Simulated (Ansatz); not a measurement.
## Molecular dynamics, with input and output: GeH$_{4}$O$_{2}$ (part 3 of 3)

GeH$_{4}$O$_{2}$; RKS BLYP/def2-SVP (Ansatz 0.2.0). It belongs to a series of runs on one base structure; here: dynamics from the highest image of the converged band.

Geometry of the input (Å):
```
Ge -0.0163  -0.5182  0.6867
O  0.1794  1.0574  -0.6715
O  0.6790  -1.3040  -0.6757
H  0.5338  0.0945  -1.1370
H  0.8266  -0.0661  1.9173
H  -1.5489  -0.5949  0.9938
H  -0.6535  1.3312  -1.1138
```

The program's output, continued
```
md step   198: t =    99.00 fs  T =  1427.1 K  F+E_penalty+E_count = -60667.63871331 eV  E_kin = 0.922343 eV  conserved = -60666.71637055 eV  (25 SCF iters)
md step   199: t =    99.50 fs  T =  1211.8 K  F+E_penalty+E_count = -60667.49417767 eV  E_kin = 0.783166 eV  conserved = -60666.71101125 eV  (25 SCF iters)
these checks for a lower state are left out or cut short: starts, cluster_reference, orbital_swaps, neighbouring_geometries, increment
869 factors; their error is unknown
mean field -60667.36645992 eV, -2229.4845955840 hartree, gradient 7.4e-5 eV, S^2 0.000000; 0 other end points of the search recorded, 0 dependent functions left out
the calculation of the forces begins
reference -60667.36674865 eV, -2229.4846061948 hartree; 26, 26 occupied and 54, 54 virtual orbitals, 869 factors
869 factors; their error is unknown
mean field -60667.36645992 eV, -2229.4845955840 hartree, gradient 7.4e-5 eV, S^2 0.000000; 1 other end points of the search recorded, 0 dependent functions left out
the calculation of the forces begins
reference -60667.36674865 eV, -2229.4846061948 hartree; 26, 26 occupied and 54, 54 virtual orbitals, 869 factors
md step   200: t =   100.00 fs  T =  1024.6 K  F+E_penalty+E_count = -60667.36645992 eV  E_kin = 0.662202 eV  conserved = -60666.70425805 eV  (27 SCF iters)
```

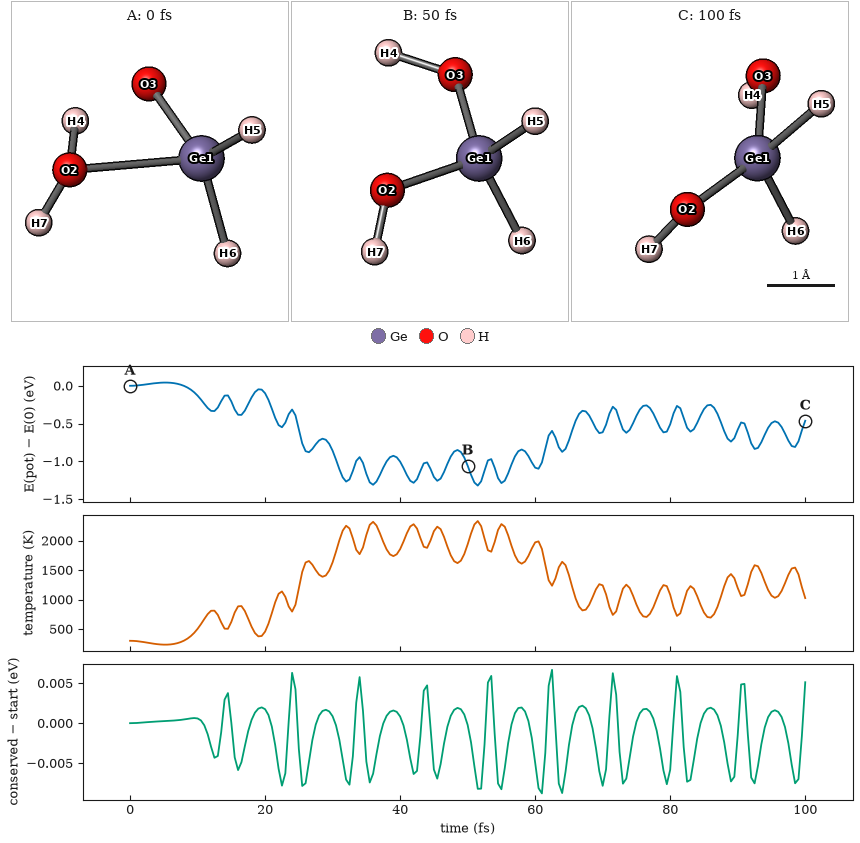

Figure 1. Frames of the molecular dynamics (ball-and-stick, seen at a tilt) above the curves, on which the letters mark them. The trajectory kept here has 201 frames over 100 fs. The temperature starts at 300 K, ranges from 235 to 2333 K and averages 1317 K over the second half. The potential energy ends 0.463 eV below its first value. The conserved quantity stays within 0.015 eV. After an unweighted best fit of the last frame on the first, the root-mean-square displacement is 0.99 Å, and H4 has moved furthest (1.92 Å).

```
Total energy: -60667.36674865 eV, -2229.4846061948 hartree
Atom 0 at     0.052685    -0.379804     0.425404 Å, force     0.373973    -4.951029     2.315190 eV/Å
Atom 1 at    -0.168651     1.283483     0.125711 Å, force    -0.322371     2.650351    -1.689917 eV/Å
Atom 2 at     0.723144    -1.954430    -0.293726 Å, force     4.921645     4.338026     3.715190 eV/Å
Atom 3 at     0.193344    -2.404964    -0.825727 Å, force    -4.383207    -3.266025    -4.265730 eV/Å
Atom 4 at     1.036424    -0.392234     1.672595 Å, force    -0.491978     0.246954    -0.480654 eV/Å
Atom 5 at    -1.376390    -1.049033     0.512377 Å, force    -0.206784     0.565311     0.242718 eV/Å
Atom 6 at    -0.839954     1.372989    -0.587913 Å, force     0.108723     0.416412     0.163204 eV/Å
Dipole moment:    -0.401176     0.097603    -0.366409 e Å
```

Trajectory as extended XYZ (Å, eV, eV/Å), 13 of the 201 frames kept, from step=0 to step=200
```
7
Properties=species:S:1:pos:R:3:forces:R:3 step=0 time_fs=0.0 energy=-60666.90327 temperature=300.0
Ge   -0.0163   -0.5182    0.6867    0.0034   0.0012  -0.0041
O     0.1794    1.0574   -0.6715    0.0130   0.0228   0.0232
O     0.6790   -1.3040   -0.6757   -0.0018  -0.0016  -0.0011
H     0.5338    0.0945   -1.1370   -0.0067  -0.0083  -0.0076
H     0.8266   -0.0661    1.9173   -0.0007  -0.0001   0.0001
H    -1.5489   -0.5949    0.9938   -0.0003   0.0031  -0.0024
H    -0.6535    1.3312   -1.1138   -0.0069  -0.0170  -0.0082
7
Properties=species:S:1:pos:R:3:forces:R:3 step=17 time_fs=8.5 energy=-60666.92646 temperature=336.7
Ge   -0.0226   -0.5150    0.7050    0.4802   0.1471  -1.2046
O     0.1900    1.0600   -0.7092   -0.2506  -0.3101   0.9302
O     0.6965   -1.2856   -0.7239   -0.4425   0.9373   0.4118
H     0.5483   -0.0871   -1.1299    0.4012  -1.1135  -0.0440
H     0.8572   -0.3198    1.9866   -0.1263   0.1580  -0.1592
H    -1.5562   -0.6425    0.9710    0.0271   0.0680   0.0305
H    -0.6802    1.2475   -1.1205   -0.0891   0.1132   0.0354
7
Properties=species:S:1:pos:R:3:forces:R:3 step=33 time_fs=16.5 energy=-60667.28897 temperature=889.2
Ge   -0.0255   -0.5081    0.7113    0.4206   2.0371  -3.1875
O     0.1859    1.0544   -0.7061   -0.3640  -0.1753   1.9390
O     0.7021   -1.2714   -0.7426    0.3940  -1.7451   0.1882
H     0.7653   -0.4913   -1.3795   -0.3140  -0.2330   0.9153
H     0.8449   -0.4896    1.9849    0.1340   0.1121   0.0117
H    -1.5467   -0.6741    0.9646   -0.0407  -0.1595   0.0253
H    -0.7074    1.2192   -1.0675   -0.2298   0.1637   0.1079
7
Properties=species:S:1:pos:R:3:forces:R:3 step=50 time_fs=25.0 energy=-60667.48167 temperature=1189.9
Ge   -0.0248   -0.4839    0.6908    0.7027   1.2641  -3.2219
O     0.1577    1.0412   -0.6251   -0.3905  -0.5064   2.0523
O     0.7229   -1.3449   -0.7408   -0.5705  -5.1261   4.6509
H     0.8244   -0.7128   -1.3694    0.3431   3.8994  -3.3416
H     0.8826   -0.5732    1.9557   -0.0457   0.2588  -0.1508
H    -1.5346   -0.7891    0.9705    0.1431   0.0138  -0.0328
H    -0.7519    1.2714   -0.8966   -0.1822   0.1963   0.0438
7
Properties=species:S:1:pos:R:3:forces:R:3 step=67 time_fs=33.5 energy=-60667.89852 temperature=1843.9
Ge   -0.0175   -0.4491    0.6407    0.5152  -0.7917  -0.7219
O     0.1039    1.0148   -0.4658   -0.1671   0.1593   0.6948
O     0.7429   -1.4826   -0.6937   -0.5729  -4.7714   4.7366
H     0.7488   -0.7588   -1.1993    0.4823   4.8355  -4.6711
H     0.9232   -0.4734    1.8812   -0.0861   0.3105  -0.0589
H    -1.4746   -0.8844    0.9662   -0.0865   0.1644  -0.0016
H    -0.7660    1.4148   -0.6518   -0.0850   0.0934   0.0222
7
Properties=species:S:1:pos:R:3:forces:R:3 step=83 time_fs=41.5 energy=-60668.16176 temperature=2240.4
Ge   -0.0060   -0.4246    0.5859    0.2173  -3.4541   1.9853
O     0.0401    1.0110   -0.2962    0.0683   3.2541  -1.9907
O     0.7483   -1.6088   -0.6168   -0.3777   1.8893  -0.5616
H     0.7940   -0.8976   -1.3491    0.2318  -1.4609   0.6174
H     0.9344   -0.2133    1.8147   -0.0771  -0.2177  -0.0276
H    -1.4571   -0.8719    0.9606    0.0420   0.0256   0.0008
H    -0.7434    1.5771   -0.3913   -0.1046  -0.0363  -0.0236
7
Properties=species:S:1:pos:R:3:forces:R:3 step=100 time_fs=50.0 energy=-60667.96048 temperature=1935.5
Ge    0.0087   -0.4269    0.5418    0.1720  -1.3154   1.0364
O    -0.0263    1.1298   -0.1885    0.0748   2.2048  -1.5333
O     0.7365   -1.6967   -0.5238    0.8564   0.3583  -3.1473
H     1.0040   -1.5260   -1.5659   -1.0786  -0.1037   3.6950
H     0.9295   -0.0766    1.7565    0.0976  -0.6747   0.0086
H    -1.4312   -0.8569    0.9568    0.0052  -0.2137  -0.0253
H    -0.7917    1.7269   -0.1270   -0.1275  -0.2558  -0.0340
7
Properties=species:S:1:pos:R:3:forces:R:3 step=117 time_fs=58.5 energy=-60667.77095 temperature=1644.8
Ge    0.0247   -0.4425    0.5075   -0.2028   1.4195   0.1673
O    -0.0864    1.3346   -0.1445   -0.0448  -1.2143   0.1999
O     0.7231   -1.7798   -0.4296    1.5438  -1.3277  -3.9232
H     1.0722   -1.9884   -1.4547   -1.5314   1.4095   3.7997
H     0.9923   -0.3336    1.7163    0.0486  -0.0425   0.0097
H    -1.3909   -0.9523    0.9261   -0.0707   0.1289  -0.0907
H    -0.9512    1.7356    0.1113    0.2573  -0.3734  -0.1627
7
Properties=species:S:1:pos:R:3:forces:R:3 step=133 time_fs=66.5 energy=-60667.27614 temperature=880.1
Ge    0.0393   -0.4480    0.4776   -0.0609   1.6588   0.5475
O    -0.1383    1.4838   -0.1017   -0.0912  -2.7279   0.7406
O     0.7166   -1.8739   -0.3401    1.5613  -1.0375  -5.0389
H     0.9943   -2.0130   -1.4125   -1.2893   0.8546   4.0077
H     1.0518   -0.6213    1.6641   -0.2562   0.6375   0.0923
H    -1.3888   -0.9690    0.8419   -0.1943   0.4087  -0.0225
H    -1.0564    1.5884    0.2602    0.3306   0.2059  -0.3267
7
Properties=species:S:1:pos:R:3:forces:R:3 step=150 time_fs=75.0 energy=-60667.30059 temperature=915.0
Ge    0.0538   -0.4404    0.4508   -0.7360   1.3950   0.8030
O    -0.1843    1.5305   -0.0328    0.3477  -2.6325   0.3341
O     0.7258   -1.9818   -0.2841    0.1119   1.3962  -4.4923
H     0.7505   -1.8564   -1.3709   -0.1215  -0.7377   3.4451
H     0.9827   -0.5412    1.6813   -0.0221   0.4117   0.2421
H    -1.4669   -0.7508    0.7237    0.1309   0.0401  -0.0292
H    -1.1259    1.5520    0.2739    0.2891   0.1273  -0.3028
7
Properties=species:S:1:pos:R:3:forces:R:3 step=167 time_fs=83.5 energy=-60667.47873 temperature=1183.3
Ge    0.0625   -0.4198    0.4324   -0.8450   1.1298   1.2816
O    -0.2031    1.4672    0.0458    0.7206  -1.1222  -0.3465
O     0.7334   -2.0398   -0.2745   -0.6527   1.9254  -1.7454
H     0.5061   -1.9946   -1.2702    0.3846  -0.4055   1.4849
H     0.8564   -0.2062    1.7766    0.0487  -0.4748  -0.4484
H    -1.4897   -0.5372    0.5914   -0.0242  -0.7214   0.0826
H    -1.1793    1.5882    0.1324    0.3681  -0.3312  -0.3088
7
Properties=species:S:1:pos:R:3:forces:R:3 step=183 time_fs=91.5 energy=-60667.52515 temperature=1260.0
Ge    0.0625   -0.3925    0.4249   -1.2482  -1.7110   0.6102
O    -0.1882    1.3616    0.1058    0.0448   0.7300  -1.0009
O     0.7259   -2.0269   -0.2847    2.1876   3.0972   4.7658
H     0.3691   -2.2740   -1.0689   -2.2091  -1.2847  -4.5543
H     0.8230   -0.1339    1.7164    0.5627  -0.5682   0.2472
H    -1.4914   -0.7166    0.5112    0.2664  -0.2720   0.1072
H    -1.1249    1.4751   -0.1754    0.3959   0.0086  -0.1753
7
Properties=species:S:1:pos:R:3:forces:R:3 step=200 time_fs=100.0 energy=-60667.36646 temperature=1024.6
Ge    0.0527   -0.3798    0.4254    0.3740  -4.9510   2.3152
O    -0.1687    1.2835    0.1257   -0.3224   2.6504  -1.6899
O     0.7231   -1.9544   -0.2937    4.9216   4.3380   3.7152
H     0.1933   -2.4050   -0.8257   -4.3832  -3.2660  -4.2657
H     1.0364   -0.3922    1.6726   -0.4920   0.2470  -0.4807
H    -1.3764   -1.0490    0.5124   -0.2068   0.5653   0.2427
H    -0.8400    1.3730   -0.5879    0.1087   0.4164   0.1632
```
